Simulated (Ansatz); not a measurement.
# HF/def2-TZVPP run of GeF2 (SMILES [F][Ge][F])

Aim: the energy change on altering one bond length of GeF2 at HF/def2-TZVPP, from 2 runs. 

Program for the calculation: Ansatz 0.2.0.

32 further runs of the same task are left out: 32 set aside as unsound or not needed.

### Step 1. The system as given

GeF2: 3 atoms, total charge 0, spin state singlet. As SMILES, `[F][Ge][F]`. The coordinates come from a PBE0-D4/def2-TZVP relaxation.

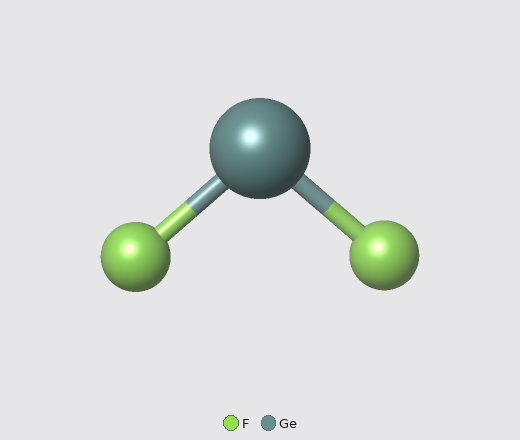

Viewed from a chosen angle; fluorine green, germanium teal.

### Step 2. The energy at HF/def2-TZVPP

Contents of run.yaml:

```yaml
crystal:
  periodic: [false, false, false]
  atoms:
    - symbol: F
      position_ang: [-0.675900, -1.101800, -0.497500]
    - symbol: Ge
      position_ang: [0.637500, -0.295200, 0.320200]
    - symbol: F
      position_ang: [0.027600, 1.332100, 0.164100]
basis:
  gaussian:
    orbitals: def2-TZVPP
total_charge: 0
hamiltonian:
  xc: hf
output: {orbitals: {seedname: orbitals}}
accuracy: high
```

Started as:

```
$ ansatz run run.yaml --threads 1 --pin off --max-ram 3480MiB --events-out events.jsonl --progress --plain --runs-dir runs
```

What it wrote:

```text
Warning: RAYON_NUM_THREADS=1 ignored (pool sized by the plan → 1); use --threads N
Functional definition: HF
  name "HF"
  exchange = exact_x
  correlation = 0
1632 factors; integrals over basis functions are off by at most 5.2e-9 eV
mean field evaluation 1: about -61887.0268 eV, gradient 4.1e1 eV
mean field evaluation 2: about -61887.0961 eV, gradient 4.1e1 eV
mean field evaluation 4: about -61889.9672 eV, gradient 2.1e0 eV
mean field evaluation 8: about -61889.9950 eV, gradient 3.2e-1 eV
mean field evaluation 16: about -61889.9954 eV, gradient 2.3e-8 eV
mean field -61889.99540901 eV, -2274.4153807354 hartree, gradient 2.4e-8 eV, S^2 0.000000; 0 other end points of the search recorded, 0 dependent functions left out
reference -61889.99540901 eV, -2274.4153807354 hartree; 25, 25 occupied and 85, 85 virtual orbitals, 1632 factors
Total energy: -61889.99540901 eV, -2274.4153807354 hartree
```

Wall time 3.3 s (1 thread of Intel Xeon 6975P-C (Granite Rapids), shared host); peak memory 0.28 GiB.

### Step 3. The distorted shape at the same level

Contents of in.yaml:

```yaml
crystal:
  periodic: [false, false, false]
  atoms:
    - {symbol: F, position_ang: [-0.872912, -1.222792, -0.620157]}
    - {symbol: Ge, position_ang: [0.637500, -0.295200, 0.320200]}
    - {symbol: F, position_ang: [0.027600, 1.332100, 0.164100]}
basis:
  gaussian:
    orbitals: def2-TZVPP
hamiltonian:
  xc: hf
accuracy: high
output:
  orbitals: {seedname: orbitals}
```

Started as:

```
$ ansatz run in.yaml --threads 1 --pin off --max-ram 3480MiB --events-out events.jsonl --progress --plain --runs-dir runs
```

What it wrote:

```text
Warning: RAYON_NUM_THREADS=1 ignored (pool sized by the plan → 1); use --threads N
[... 4 set-up lines as earlier in the session ...]
1615 factors; integrals over basis functions are off by at most 5.7e-9 eV
mean field evaluation 1: about -61885.5612 eV, gradient 4.4e1 eV
mean field evaluation 2: about -61885.6200 eV, gradient 4.5e1 eV
mean field evaluation 4: about -61889.1956 eV, gradient 2.4e0 eV
mean field evaluation 8: about -61889.2342 eV, gradient 4.2e-1 eV
mean field evaluation 16: about -61889.2352 eV, gradient 1.3e-8 eV
mean field -61889.23521454 eV, -2274.3874441039 hartree, gradient 3.2e-8 eV, S^2 0.000000; 0 other end points of the search recorded, 0 dependent functions left out
reference -61889.23521454 eV, -2274.3874441039 hartree; 25, 25 occupied and 85, 85 virtual orbitals, 1615 factors
Total energy: -61889.23521454 eV, -2274.3874441039 hartree
```

It took 3 s on 1 thread of Intel Xeon 6975P-C (Granite Rapids), shared host; peak memory 0.27 GiB.

### Step 4. Summary of results

Level: HF/def2-TZVPP.

```
                                                          quantity           value
                                         first shape: total energy  -2274.41538 Eh
                                          first shape: HOMO energy       -11.75 eV
                                          first shape: LUMO energy         0.44 eV
                                        first shape: HOMO–LUMO gap        12.20 eV
                                     distorted shape: total energy  -2274.38744 Eh
                                      distorted shape: HOMO energy       -12.34 eV
                                      distorted shape: LUMO energy        -0.14 eV
                                    distorted shape: HOMO–LUMO gap        12.20 eV
energy change with the F1–Ge2 bond stretched from 1.745 to 2.007 Å        0.760 eV
```

With the F1–Ge2 bond stretched from 1.745 to 2.007 Å the energy rises by 0.76 eV (73.3 kJ/mol). The first shape isn't relaxed at this level, so the change isn't measured from a minimum.
